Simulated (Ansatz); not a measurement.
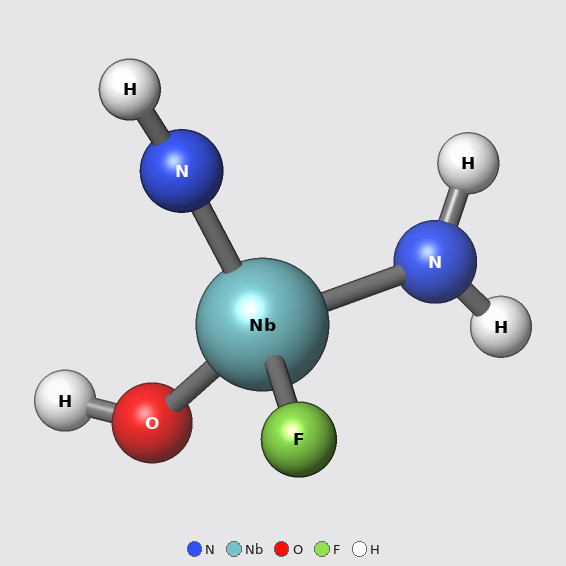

Ball-and-stick drawing of a structure.

The species is neutral and a spin singlet. Computed geometry: PBE0-D4/def2-TZVP optimisation.

Which formula does it have?

FH₄N₂NbO, 9 atoms: 1 fluorine, 4 hydrogen, 2 nitrogen, 1 niobium and 1 oxygen.

How many sets of symmetry-equivalent atoms are there?

9: 1 N, 1 Nb, 1 N, 1 O, 1 F, 1 H, 1 H, 1 H, 1 H.

What is its SMILES?

[NH]=[Nb@]([NH2])([OH])[F]

Count the bonded pairs by element.

3 N–H, 2 N–Nb, 1 Nb–O, 1 F–Nb, 1 O–H.

Give the symmetry (Schoenflies symbol).

C1.

More results for the same structure follow; atom numbers are the same in all pictures, views and colours differ.

### Geometry

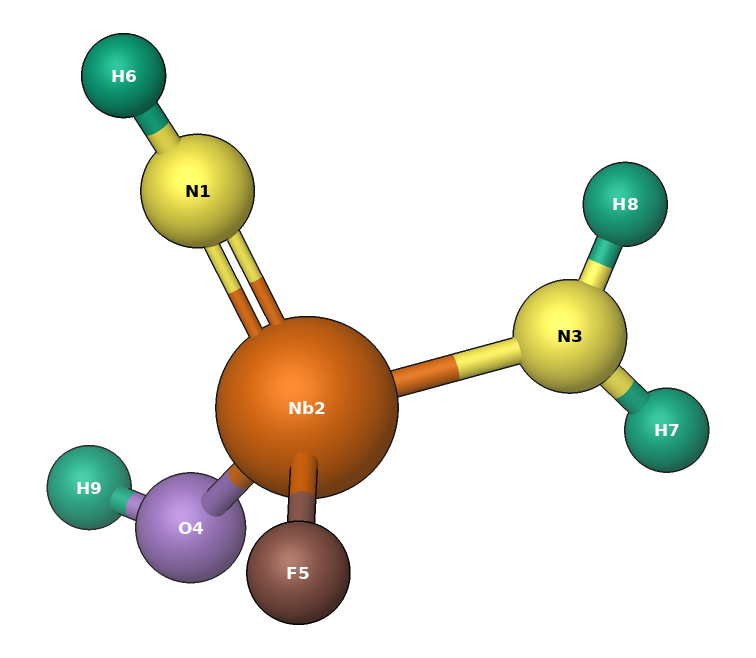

Numbered structure.

Estimate the angles Nb2–N1–H6, N1–Nb2–N3, N1–Nb2–O4, N1–Nb2–F5, N3–Nb2–O4, N3–Nb2–F5, O4–Nb2–F5, Nb2–N3–H7, Nb2–N3–H8, Nb2–O4–H9.

| angle | degrees |
| --- | --- |
| Nb2–N1–H6 | 172.3 |
| N1–Nb2–N3 | 103.7 |
| N1–Nb2–O4 | 110.9 |
| N1–Nb2–F5 | 111.3 |
| N3–Nb2–O4 | 110.2 |
| N3–Nb2–F5 | 111.2 |
| O4–Nb2–F5 | 109.4 |
| Nb2–N3–H7 | 122.9 |
| Nb2–N3–H8 | 126.4 |
| Nb2–O4–H9 | 131.2 |

### Vibrations

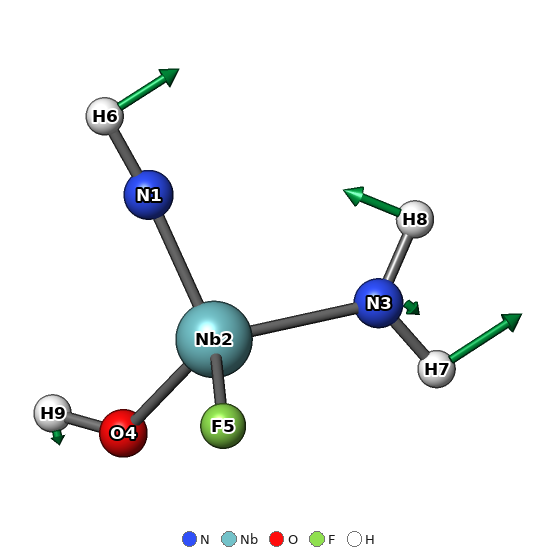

The arrows show one normal mode. Harmonic vibrations computed with RKS PBE0-D4/def2-TZVP, core potentials on Nb (Ansatz 0.2.0) at a stationary point of the same level.

What kind of motion is it?

Mostly H–N–Nb bending.

At what wavenumber does it lie?

614 cm⁻¹; it is mode 12 of 21 counted from the lowest.

### Levels of theory compared

Program: Ansatz 0.2.0.

At this fixed geometry, give HOMO energy (eV) at these levels: BLYP-D4/def2-TZVPP; CAM-B3LYP-D4/def2-TZVPP; HSE06-D4/def2-TZVPP; PBE0-D4/def2-SVP; PBE0-D4/def2-TZVPP; r2SCAN-D4/def2-TZVPP; r2SCAN0-D4/def2-TZVPP; revPBE-D4/def2-TZVPP; ωB97M-V/def2-QZVPP; ωB97M-V/def2-TZVPP; ωB97X-V/def2-TZVPP.

| level | HOMO energy (eV) |
| --- | --- |
| BLYP-D4/def2-TZVPP | −6.31 |
| CAM-B3LYP-D4/def2-TZVPP | −9.29 |
| HSE06-D4/def2-TZVPP | −7.44 |
| PBE0-D4/def2-SVP | −7.69 |
| PBE0-D4/def2-TZVPP | −7.85 |
| r2SCAN-D4/def2-TZVPP | −6.74 |
| r2SCAN0-D4/def2-TZVPP | −8.07 |
| revPBE-D4/def2-TZVPP | −6.34 |
| ωB97M-V/def2-QZVPP | −10.26 |
| ωB97M-V/def2-TZVPP | −10.21 |
| ωB97X-V/def2-TZVPP | −10.30 |

### Charges

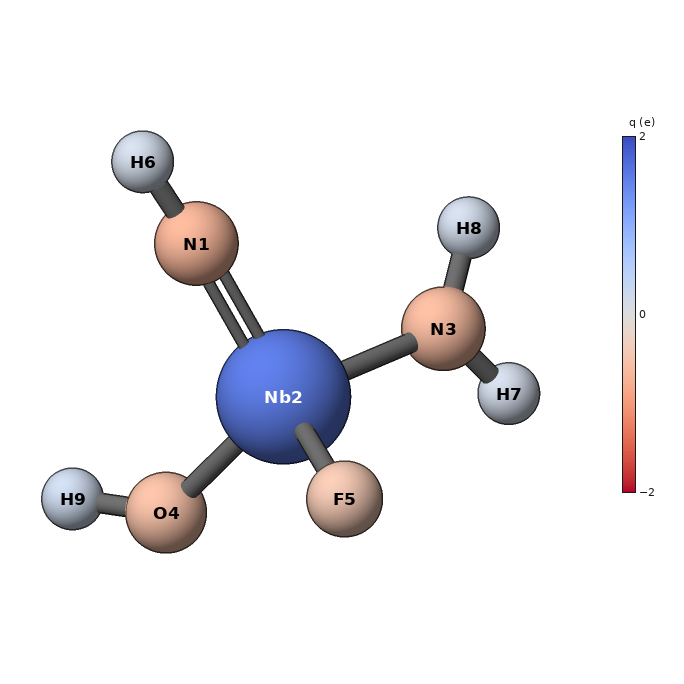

Atoms are coloured by their Mulliken charges. Level of theory: RKS r2SCAN-D4/def2-TZVPP, core potentials on Nb (Ansatz 0.2.0).

List the Mulliken charges.

```
atom  value (e)
  N1      −0.68
 Nb2       1.54
  N3      −0.62
  O4      −0.55
  F5      −0.42
  H6       0.16
  H7       0.17
  H8       0.19
  H9       0.22
```

Mulliken values depend strongly on the basis set and can even reverse the polarity of a bond.
